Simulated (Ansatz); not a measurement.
**BH₃InO (charge +1): density, localisation and related maps**

The calculation's input:

```
basis:
  gaussian:
    orbitals: def2-TZVPD
crystal:
  periodic: [false, false, false]
  atoms:
    - {symbol: B, position_ang: [-1.696146, -1.096112, 0.821419]}
    - {symbol: In, position_ang: [-4.350383, -1.414750, 2.744182]}
    - {symbol: O, position_ang: [-1.866772, -1.296648, 2.169420]}
    - {symbol: H, position_ang: [-0.601660, -1.010961, 0.344099]}
    - {symbol: H, position_ang: [-2.727955, -1.018341, 0.196671]}
    - {symbol: H, position_ang: [-1.046879, -1.361763, 2.687754]}
total_charge: 1
hamiltonian:
  xc: pbe0
output: {forces: true, orbitals: {seedname: orbitals}}
```

Command:

```sh
ansatz run input.yaml --threads 1 --pin off --max-ram 2610MiB --events-out events.jsonl --progress --plain --runs-dir runs
```

Geometry: B3LYP-D3(BJ)/def2-SVP; core potentials replace the inner electrons of In.

Computed with isolated molecule in a Gaussian basis; Kohn-Sham density functional theory, functional PBE0 (Ansatz 0.2.0).

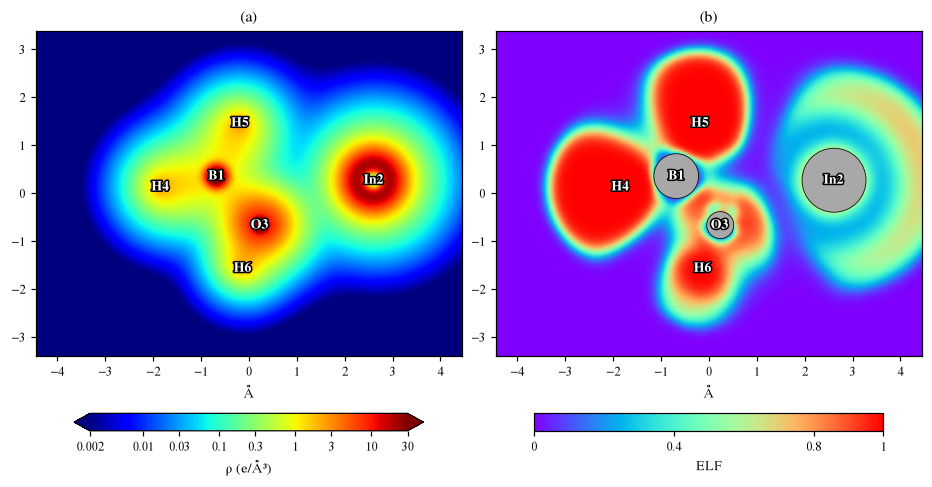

Figure 1. (a) electron density; (b) electron localisation function on the molecular plane. Grey discs cover the atomic cores in the ELF map.

Question: Interpret the plot.

Answer: Atoms in the plane: B, In, O and H.
B–O (1.37 Å): ρ is about 2.1 e/Å³ halfway; the ELF peaks at about 0.90 between the atoms, as expected for a short, strongly polar bond.
In–O (2.55 Å): the density is about 0.22 e/Å³ at the midpoint; the ELF is about 0.10 at the midpoint.
O–H (0.97 Å): the density is about 3.8 e/Å³ at the midpoint; the ELF climbs to about 1 towards the hydrogen, as it does in any bond to H (a covalent bond by its length).
B–H (1.20 Å): the density is about 1.3 e/Å³ at the midpoint; the ELF climbs to about 1 towards the hydrogen: an ordinary covalent bond to hydrogen.

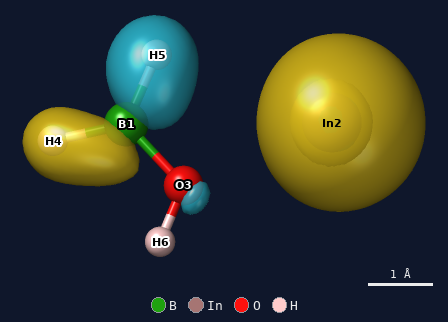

Figure 2. The HOMO−1 at ±0.15 Å⁻³ᐟ² (yellow and cyan are the two phases), seen at an oblique angle.

Question: What is the character of this orbital?

Answer: By Hirshfeld shares it lies mainly on In2 (about 65 %), B1 (about 15 %), H5 (about 10 %) and H4 (about 5 %); it is symmetric in the molecular plane (an in-plane orbital: σ, lone-pair or in-plane π type). Its energy is −14.24 eV.

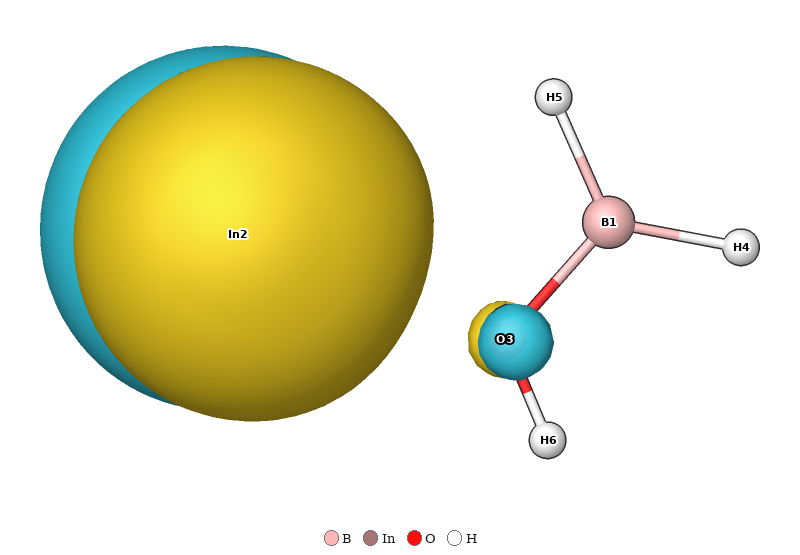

Figure 3. One frontier orbital at ±0.1 Å⁻³ᐟ² (yellow and cyan are the two phases), seen across its widest extent.

Question: Which orbital is it: HOMO or LUMO?

Answer: The LUMO, at −6.74 eV. It lies mainly on In2 (about 95 %); it changes sign across the molecular plane (π type).
